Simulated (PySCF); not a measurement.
C₄H₁₁BO₂

```tsv
atom	x (Å)	y (Å)	z (Å)
C	-3.1316	0.5255	0.8460
O	-1.7942	0.2576	0.5144
B	-1.3390	-0.9715	0.2024
C	0.1712	-1.1592	-0.1677
C	1.0206	0.0891	-0.1725
O	2.3337	-0.2386	-0.5331
C	3.1867	0.8582	-0.5557
H	-3.7506	-0.3863	0.8063
H	-3.5405	1.2680	0.1433
H	-3.1807	0.9493	1.8609
H	-2.1177	-1.9093	0.2128
H	0.2233	-1.6480	-1.1590
H	0.6087	-1.9073	0.5199
H	1.0022	0.5722	0.8269
H	0.6016	0.8367	-0.8787
H	4.1840	0.5111	-0.8625
H	3.2758	1.3409	0.4394
H	2.8514	1.6351	-1.2733
```

Geometry: PBE0-D3(BJ)/def2-SVP.

The calculation used PySCF 2.14.0, B3LYP/def2-SVPD, SCF density, gas phase.

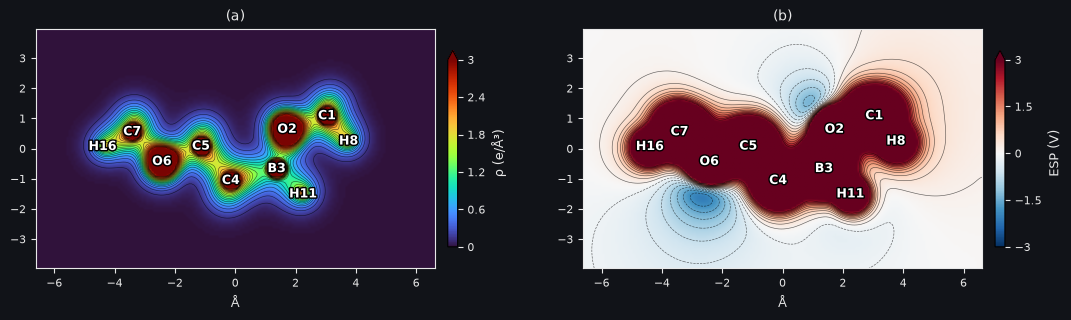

Figure 1. (a) total electron density; (b) molecular electrostatic potential on the plane of atoms O2, C1 and H8.

Q: What do the fields say about this system?

A: The plane passes through C, O, B and H nuclei. B–O (1.35 Å): ρ is about 2.2 e/Å³ halfway. C–O (1.39 Å): ρ is about 2.2 e/Å³ halfway, with its minimum of 1.8 e/Å³ about 0.5 Å from C. C–C (1.51 Å): the density is about 1.7 e/Å³ at the midpoint. C–B (1.57 Å): ρ is about 1.4 e/Å³ halfway. C–H (1.10 Å): ρ at the midpoint is about 2 e/Å³. Outside the dense part of the molecule the potential is most negative (−2.1 V) near O6.

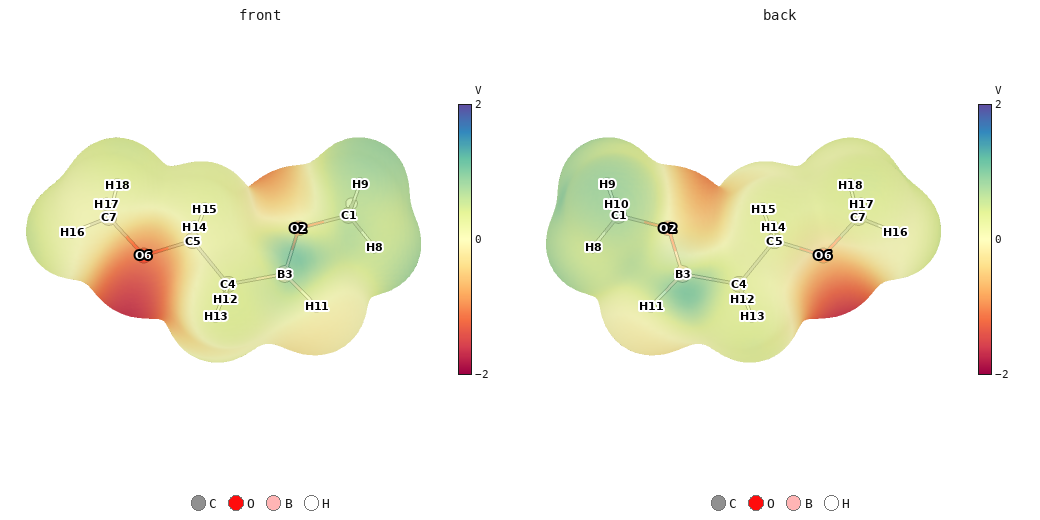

Figure 2. The electrostatic potential painted on the density surface at 0.002 e/bohr³, seen from the front and from behind; the colour scale runs from red (negative) to blue (positive).

Q: Describe the electrostatic potential map.

A: The most negative region (about −1.6 V) lies over O6, the most positive (about +1.0 V) over B3. O6 is the likeliest acceptor of a hydrogen bond.
